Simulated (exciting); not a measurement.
# MoS2: the Mo L₃ edge from the Bethe–Salpeter equation

How far do the exchange and direct terms reshape the Mo L₃ edge of MoS2?

Calculated with exciting sodium; X-ray absorption, core-level Bethe-Salpeter equation, exchange and statically screened direct term, Tamm-Dancoff, all-electron LAPW+lo PBE.

The database entry behind the starting cell differs from later determinations by our own check (about 0.3 % long), so it need not match the best structure at ambient conditions.

**1. Set-up**

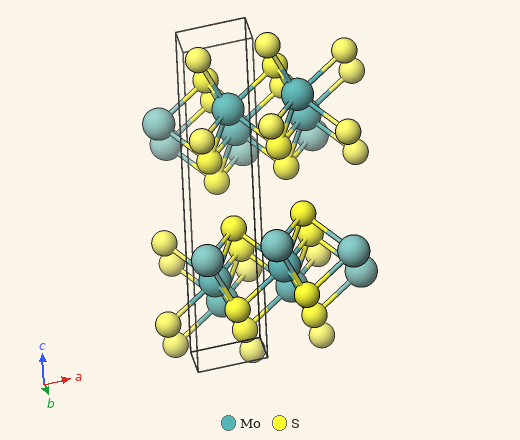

The cell as given, from a free direction (molybdenum teal, sulfur yellow). 2×2×1 cells are drawn. Some periodic images of atoms are drawn too.

Structure file:

```cif
data_structure
_symmetry_space_group_name_H-M 'P 1'
_symmetry_Int_Tables_number 1
_cell_length_a 3.1690
_cell_length_b 3.1690
_cell_length_c 12.3240
_cell_angle_alpha 90.000
_cell_angle_beta 90.000
_cell_angle_gamma 120.000
_cell_volume 107.18
loop_
_atom_site_label
_atom_site_type_symbol
_atom_site_fract_x
_atom_site_fract_y
_atom_site_fract_z
_atom_site_occupancy
Mo1 Mo 0.66667 0.33333 0.75000 1
Mo2 Mo 0.33333 0.66667 0.25000 1
S3 S 0.66667 0.33333 0.37700 1
S4 S 0.33333 0.66667 0.87700 1
S5 S 0.66667 0.33333 0.12300 1
S6 S 0.33333 0.66667 0.62300 1
```

Differences between curves are given as r.m.s. difference over r.m.s. height.

**2. The self-consistent potential**

The species files are the program's own, with muffin-tin radii set in the input.

input.xml reads:

```
<input>
  <title>MoS2</title>
  <structure speciespath="." autormt="false" epslat="1.0e-5">
    <crystal>
      <basevect>5.9885420878 0.0000000000 0.0000000000</basevect>
      <basevect>-2.9942710439 5.1862295797 0.0000000000</basevect>
      <basevect>0.0000000000 0.0000000000 23.2889847556</basevect>
    </crystal>
    <species speciesfile="Mo.xml" rmt="2.240">
      <atom coord="0.6666666667 0.3333333333 0.7500000000"/>
      <atom coord="0.3333333333 0.6666666667 0.2500000000"/>
    </species>
    <species speciesfile="S.xml" rmt="2.173">
      <atom coord="0.6666666667 0.3333333333 0.3770000000"/>
      <atom coord="0.3333333333 0.6666666667 0.8770000000"/>
      <atom coord="0.6666666667 0.3333333333 0.1230000000"/>
      <atom coord="0.3333333333 0.6666666667 0.6230000000"/>
    </species>
  </structure>
  <groundstate do="fromscratch" xctype="GGA_PBE" ngridk="6 6 1" rgkmax="7" gmaxvr="14" nempty="8" swidth="0.001" maxscl="100" epsengy="1e-5"/>
</input>
```

Run with:

```
> OMP_NUM_THREADS=1 mpirun -n 4 exciting
```

Numbers of over 12 decimals in the logs are rounded to 6 here.

The log of the run:

```text
EXCITING SODIUM started
********************************************************************************
* Ground-state run starting from atomic densities                              *
********************************************************************************
+ Starting initialization                                                      +
[... lattice and species ...]
 Spin treatment                             :    spin-unpolarised
 Number of Bravais lattice symmetries       :      24
[...]
valence-band maximum at    1      0.0000  0.0000  0.0000
     conduction-band minimum at    5      0.1667  0.1667  0.0000
+ Self-consistent loop stopped                                                 +
 STATE.OUT is written
********************************************************************************
* Groundstate module stopped                                                   *
********************************************************************************
 Total time spent (seconds)                 :        33.91
| EXCITING SODIUM stopped                                                      =
[key lines of the parts left out:]
Total energy                               :     -9696.14716847
Fermi energy                               :         0.28802730
```

Run time: 36 s. Hardware: 4 MPI ranks of Intel Xeon 6975P-C (Granite Rapids), shared host.

The mesh shows a gap of 0.90 eV. Core levels (Dirac, from the valence top):

| atom | level | energy (eV) |
| --- | --- | --- |
| Mo | 2s1/2 | -2795.4 |
| Mo | 2p1/2 | -2571.4 |
| Mo | 2p3/2 | -2464.8 |
| Mo | 3s1/2 | -473.8 |
| Mo | 3p1/2 | -388.5 |
| Mo | 3p3/2 | -371.0 |
| Mo | 3d3/2 | -220.3 |
| Mo | 3d5/2 | -217.0 |

**3. A richer basis for the empty states**

Each species file gets more local orbitals, built from u and its energy derivative at 0.15 Ha and u at 0.9 Ha.

input.xml is that of step 2.

SPECIES.xml, added lines reads:

```
<lo l="L">  <!-- L = 0, 1, 2 -->
  <wf matchingOrder="0" trialEnergy="0.1500" searchE="false"/>
  <wf matchingOrder="1" trialEnergy="0.1500" searchE="false"/>
  <wf matchingOrder="0" trialEnergy="0.9000" searchE="false"/>
</lo>
```

Run with:

```
> OMP_NUM_THREADS=1 mpirun -n 4 exciting
```

The log of the run:

```text
EXCITING SODIUM started
********************************************************************************
* Ground-state run starting from atomic densities                              *
********************************************************************************
+ Starting initialization                                                      +
[... lattice and species ...]
 Spin treatment                             :    spin-unpolarised
 Number of Bravais lattice symmetries       :      24
[...]
valence-band maximum at    1      0.0000  0.0000  0.0000
     conduction-band minimum at    5      0.1667  0.1667  0.0000
+ Self-consistent loop stopped                                                 +
 STATE.OUT is written
********************************************************************************
* Groundstate module stopped                                                   *
********************************************************************************
 Total time spent (seconds)                 :        34.70
| EXCITING SODIUM stopped                                                      =
[key lines of the parts left out:]
Total energy                               :     -9696.14981855
Fermi energy                               :         0.28853267
```

Wall time 36 s (4 MPI ranks).

Against the first ground state the total energy moves by -12 meV an atom and the gap by 0.00 eV.

**4. Screening, kernels and BSE for Mo atom 1**

The absorber has 6 S at 2.41 Å (trigonal prismatic, site symmetry -6m2).

input.xml, as its differences from that of step 3:

```diff
@@ -19,3 +19,19 @@
   </structure>
-  <groundstate do="fromscratch" xctype="GGA_PBE" ngridk="6 6 1" rgkmax="7" gmaxvr="14" nempty="8" swidth="0.001" maxscl="100" epsengy="1e-5"/>
+  <groundstate do="skip" xctype="GGA_PBE" ngridk="6 6 1" rgkmax="7" gmaxvr="14" nempty="8" swidth="0.001" maxscl="100" epsengy="1e-5"/>
+  <xs xstype="BSE" ngridk="5 5 1" ngridq="5 5 1" vkloff="0.097 0.273 0.493" rgkmax="7" nempty="51" gqmax="3" lmaxapwwf="5" lmaxemat="3" broad="0.03271" tevout="true">
+    <energywindow intv="90.171 91.788" points="439"/>
+    <screening screentype="full" nempty="78"/>
+    <BSE xas="true" xasspecies="1" xasatom="1" xasedge="L3" bsetype="singlet" nstlxas="1 47"/>
+    <qpointset>
+      <qpoint>0 0 0</qpoint>
+    </qpointset>
+    <plan>
+      <doonly task="xsgeneigvec"/>
+      <doonly task="writepmatxs"/>
+      <doonly task="scrgeneigvec"/>
+      <doonly task="scrwritepmat"/>
+      <doonly task="screen"/>
+      <doonly task="scrcoulint"/>
+    </plan>
+  </xs>
 </input>
```

input.xml for the exchange start (cutoff and plan only) reads:

```
  gqmax="2"
  <plan>
    <doonly task="exccoulint"/>
  </plan>
```

input.xml for the last start (plan only) reads:

```
  <plan>
    <doonly task="bse"/>
  </plan>
```

Run with:

```
> OMP_NUM_THREADS=1 mpirun -n 4 exciting
> OMP_NUM_THREADS=1 mpirun -n 4 exciting
> OMP_NUM_THREADS=4 exciting
```

The log of the run:

```text
| EXCITING SODIUM started for task xsgeneigvec ( 301)                          =
One-shot GS runs for BSE calculations
One-shot GS runs for k+qmt/2 grids
Info(xsgeneigvec): Generating eigenvectors for Q-point      1
Info(xsgeneigvec): Generation of eigenvectors finished
| EXCITING SODIUM started for task writepmatxs ( 320)                          =
Info(writepmatxs): Momentum matrix elements finished
| EXCITING SODIUM started for task scrgeneigvec ( 401)                         =
One-shot GS runs for BSE calculations
One-shot GS runs for k+qmt/2 grids
[...]
Info(setup_bse_block): Setting up RR part of hamiltonian
Info(setup_bse_block): Singlet spin state
Info(bse): Diagonalizing RR Hamiltonian (TDA)
Info(bse): Invoking Lapack routine ZHEEVR
      4700 eigen solutions found in the interval:
         i1=       1 i2=    4700
Info(bse): Writing excition energies and oscillator strengths to text file.
Info(makespectrum_dist): Making spectrum using formula for coupling with time reversed AR basis.
Info(makespectrum_dist): Using formalism for vanishing momentum transfer.
Info(writederived): Writing quantities derived from the macroscopic dielectric function.
Info(bselauncher): Spectrum finished for iqmt=  1
Info(bselauncher): All done for BSE type singlet
```

Wall time 12 min (4 MPI ranks).

Wall time by task: xsgeneigvec 6.9 s, writepmatxs 8.2 s, scrgeneigvec 5.9 s, scrwritepmat 5 s, screen 71 s, scrcoulint 2.2 min, exccoulint 6.6 min, bse 73 s.

The Mo L₃ spectrum of Mo atom 1 (energy from the Kohn–Sham onset, core level to the lowest empty state found on the meshes used, 2465.67 eV; the ground-state mesh sets it, and the shifted mesh has its lowest transition 0.26 eV above it; Im ε scaled to the maximum of the singlet run; cut below the end of the band set):

| E (eV) | isotropic | ε ⊥ c | ε ∥ c |
| --- | --- | --- | --- |
| -6.0 | 0.03 | 0.03 | 0.03 |
| -5.0 | 0.04 | 0.04 | 0.04 |
| -4.0 | 0.07 | 0.07 | 0.06 |
| -3.0 | 0.12 | 0.12 | 0.11 |
| -2.0 | 0.26 | 0.26 | 0.24 |
| -1.0 | 0.70 | 0.73 | 0.64 |
| 0.0 | 0.95 | 0.93 | 1.00 |
| 1.0 | 0.53 | 0.49 | 0.61 |
| 2.0 | 0.27 | 0.25 | 0.32 |
| 3.0 | 0.15 | 0.14 | 0.17 |
| 4.0 | 0.10 | 0.10 | 0.10 |
| 5.0 | 0.10 | 0.11 | 0.08 |
| 6.0 | 0.12 | 0.13 | 0.10 |
| 7.0 | 0.15 | 0.15 | 0.13 |
| 8.0 | 0.15 | 0.15 | 0.15 |
| 9.0 | 0.13 | 0.13 | 0.13 |
| 10.0 | 0.13 | 0.13 | 0.13 |
| 11.0 | 0.12 | 0.12 | 0.12 |
| 12.0 | 0.11 | 0.11 | 0.11 |
| 13.0 | 0.10 | 0.10 | 0.10 |
| 14.0 | 0.09 | 0.09 | 0.09 |
| 15.0 | 0.08 | 0.07 | 0.08 |
| 16.0 | 0.07 | 0.07 | 0.07 |
| 17.0 | 0.06 | 0.06 | 0.06 |
| 18.0 | 0.06 | 0.06 | 0.06 |
| 19.0 | 0.07 | 0.08 | 0.06 |
| 20.0 | 0.08 | 0.08 | 0.07 |

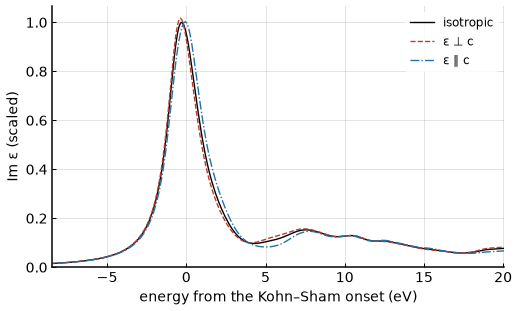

The Mo L₃ edge of Mo atom 1.

Maxima (height): -0.3 eV (1.00) and 7.6 eV (0.15).

The Hamiltonian has 4700 rows. The lowest groups of eigenvalues and the brightest ones, on the scale above (the program counts from the shifted mesh's onset, 0.26 eV higher). Core spinors bring spin-forbidden partners, so dark means forbidden by spin or by symmetry, and the shifted mesh splits states that symmetry would keep together:

| energy (eV) | states within 10 meV | relative strength |
| --- | --- | --- |
| -0.599 | 4 | 0.61 |
| -0.521 | 6 | 1.00 |
| -0.507 | 2 | 0.18 |
| -0.036 | 4 | 0.011 |
| 0.000 | 4 | 0.46 |
| 0.028 | 4 | 0.41 |
| 0.225 | 8 | 0.049 |
| 0.273 | 12 | 0.046 |

**5. Independent particles**

input.xml, as its differences from that of step 4:

```diff
@@ -23,3 +23,3 @@
     <screening screentype="full" nempty="78"/>
-    <BSE xas="true" xasspecies="1" xasatom="1" xasedge="L3" bsetype="singlet" nstlxas="1 47"/>
+    <BSE xas="true" xasspecies="1" xasatom="1" xasedge="L3" bsetype="IP" nstlxas="1 47"/>
     <qpointset>
@@ -28,8 +28,3 @@
     <plan>
-      <doonly task="xsgeneigvec"/>
-      <doonly task="writepmatxs"/>
-      <doonly task="scrgeneigvec"/>
-      <doonly task="scrwritepmat"/>
-      <doonly task="screen"/>
-      <doonly task="scrcoulint"/>
+      <doonly task="bse"/>
     </plan>
```

Run with:

```
> OMP_NUM_THREADS=4 exciting
```

The log of the run:

```text
| EXCITING SODIUM started for task bse ( 445)                                  =
Info(bselauncher): Init time:    0.649082
Info(bselauncher): Setting up and diagonalizing BSE Hamiltonian.
Info(bselauncher): Using momentum transfer vectors from list :   1 to  1
Info(bselauncher): Distributing qmt-points over   1 processes.
Info(bselauncher): BSE type: IP
Info(bselauncher): Momentum transfer list index: iqmt=  1
Info(bselauncher): Momentum transfer: vqmtl=   0.000   0.000   0.000
Info(bse): Inspecting occupations...
Info(setranges_modxs): Number of non-reduced k-points:       25
[...]
highest unoccupied state:  73
  Opening gap with a scissor of:      0.000/H      0.000/eV
Info(select_transitions): Number of participating transitions:    4700
Info(bse): Selecting transitions...
Info(bse):bsegap (eV):  2465.927743
Info(bse): IP requested, nothing much to do
Info(bse): Writing excition energies and oscillator strengths to text file.
Info(makespectrum_dist): Making spectrum using formula for coupling with time reversed AR basis.
Info(makespectrum_dist): Using formalism for vanishing momentum transfer.
Info(writederived): Writing quantities derived from the macroscopic dielectric function.
Info(bselauncher): Spectrum finished for iqmt=  1
Info(bselauncher): All done for BSE type IP
```

Run time: 1.5 s. Hardware: 4 threads.

Maxima (height): 1.1 eV (0.75), 8.2 eV (0.17) and 10.9 eV (0.16). The spectrum differs from the singlet run by 66 % r.m.s. Moving the earlier curve by +1.5 eV leaves 20 %. The highest maximum lies at 1.1 eV (0.75), against -0.3 eV (1.00).

**6. Exchange alone**

input.xml, as its differences from that of step 5:

```diff
@@ -23,3 +23,3 @@
     <screening screentype="full" nempty="78"/>
-    <BSE xas="true" xasspecies="1" xasatom="1" xasedge="L3" bsetype="IP" nstlxas="1 47"/>
+    <BSE xas="true" xasspecies="1" xasatom="1" xasedge="L3" bsetype="RPA" nstlxas="1 47"/>
     <qpointset>
```

Run with:

```
> OMP_NUM_THREADS=4 exciting
```

The log of the run:

```text
| EXCITING SODIUM started for task bse ( 445)                                  =
Info(bselauncher): Init time:    0.625469
Info(bselauncher): Setting up and diagonalizing BSE Hamiltonian.
Info(bselauncher): Using momentum transfer vectors from list :   1 to  1
Info(bselauncher): Distributing qmt-points over   1 processes.
Info(bselauncher): BSE type: RPA
Info(bselauncher): Momentum transfer list index: iqmt=  1
Info(bselauncher): Momentum transfer: vqmtl=   0.000   0.000   0.000
Info(bse): Inspecting occupations...
Info(setranges_modxs): Number of non-reduced k-points:       25
[...]
Info(setup_bse_block): Setting up RR part of hamiltonian
Info(setup_bse_block): Using RPA approximation
Info(bse): Diagonalizing RR Hamiltonian (TDA)
Info(bse): Invoking Lapack routine ZHEEVR
      4700 eigen solutions found in the interval:
         i1=       1 i2=    4700
Info(bse): Writing excition energies and oscillator strengths to text file.
Info(makespectrum_dist): Making spectrum using formula for coupling with time reversed AR basis.
Info(makespectrum_dist): Using formalism for vanishing momentum transfer.
Info(writederived): Writing quantities derived from the macroscopic dielectric function.
Info(bselauncher): Spectrum finished for iqmt=  1
Info(bselauncher): All done for BSE type RPA
```

Elapsed: 76 s, on 4 threads.

Maxima (height): 1.1 eV (0.75), 8.2 eV (0.17) and 10.9 eV (0.16). The spectrum is that of the independent-particle run within 1 %.

**7. From independent particles to the full kernel**

| level | curve passes 0.15 (eV) | highest maximum (eV) | its height |
| --- | --- | --- | --- |
| IP | -1.0 | 1.1 | 0.75 |
| RPA | -1.0 | 1.1 | 0.75 |
| singlet | -2.6 | -0.3 | 1.00 |

| E (eV) | IP | RPA | singlet |
| --- | --- | --- | --- |
| -6.0 | 0.02 | 0.02 | 0.03 |
| -5.0 | 0.02 | 0.02 | 0.04 |
| -4.0 | 0.03 | 0.03 | 0.07 |
| -3.0 | 0.05 | 0.05 | 0.12 |
| -2.0 | 0.08 | 0.08 | 0.26 |
| -1.0 | 0.16 | 0.16 | 0.70 |
| 0.0 | 0.40 | 0.40 | 0.95 |
| 1.0 | 0.74 | 0.74 | 0.53 |
| 2.0 | 0.62 | 0.62 | 0.27 |
| 3.0 | 0.40 | 0.40 | 0.15 |
| 4.0 | 0.19 | 0.19 | 0.10 |
| 5.0 | 0.13 | 0.13 | 0.10 |
| 6.0 | 0.13 | 0.13 | 0.12 |
| 7.0 | 0.15 | 0.15 | 0.15 |
| 8.0 | 0.17 | 0.17 | 0.15 |
| 9.0 | 0.16 | 0.16 | 0.13 |
| 10.0 | 0.15 | 0.15 | 0.13 |
| 11.0 | 0.16 | 0.16 | 0.12 |
| 12.0 | 0.14 | 0.14 | 0.11 |
| 13.0 | 0.14 | 0.14 | 0.10 |
| 14.0 | 0.13 | 0.13 | 0.09 |
| 15.0 | 0.11 | 0.11 | 0.08 |
| 16.0 | 0.10 | 0.10 | 0.07 |
| 17.0 | 0.08 | 0.08 | 0.06 |
| 18.0 | 0.08 | 0.08 | 0.06 |
| 19.0 | 0.09 | 0.09 | 0.07 |
| 20.0 | 0.10 | 0.10 | 0.08 |

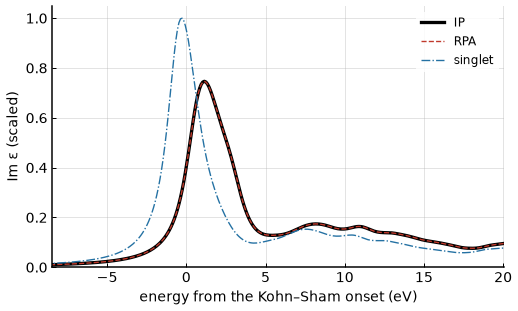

The spectrum at each level.

**8. Outcome**

| Property | Result |
| --- | --- |
| absorber and edge | Mo L₃, atom 1 |
| surroundings | 6 S at 2.41 Å (trigonal prismatic, site symmetry -6m2) |
| first bright state | -0.60 eV from the Kohn–Sham onset, on this mesh |
| highest maximum | -0.3 eV |
| cost of the BSE run | 12 min on 4 MPI ranks of Intel Xeon 6975P-C (Granite Rapids), shared host; the last task ran on as many threads |

In words: Is a core exciton bound? Yes on this mesh: the first bright state (over 5 % of the brightest) lies at -0.60 eV from the Kohn–Sham onset and at -0.86 eV from the lowest bare transition of its own mesh. Exchange alone changes the independent-particle spectrum by 0.1 % r.m.s. Binding energies aren't converged on 25 k points, and fine structure above the first lines is partly noise of the mesh. The kernel cutoff is low for a compact core orbital, so the effect of exchange is a lower bound. The zero comes from the unshifted 6×6×1 ground-state mesh; it is exact only where the band minimum lies on that mesh. The conduction states carry no spin here, so the exchange coupling to the spinor core hole is only partly held. This core level is treated alone, with no coupling to its spin–orbit partner. The Kohn–Sham onset, 2466 eV, is no photon energy (tabulated edge of the element: 2520 eV): the scale needs a rigid shift. Bands and screening come from semilocal DFT, whose small gap overscreens. Vibrations and energy-dependent lifetimes are left out. The structure is a published determination, not relaxed.

[Banner, clock and machine lines of the logs are left out without a mark of their own.]

[Logs are printed without paths, hosts, clocks, repeated set-up lines and the standing remarks that a program may print on its own settings, such as how far it seeks lower states.]

[Hosts, paths, dates, database ids (printed as entryN), source tags and the programs' standing remarks are cut or masked in the printed files.]
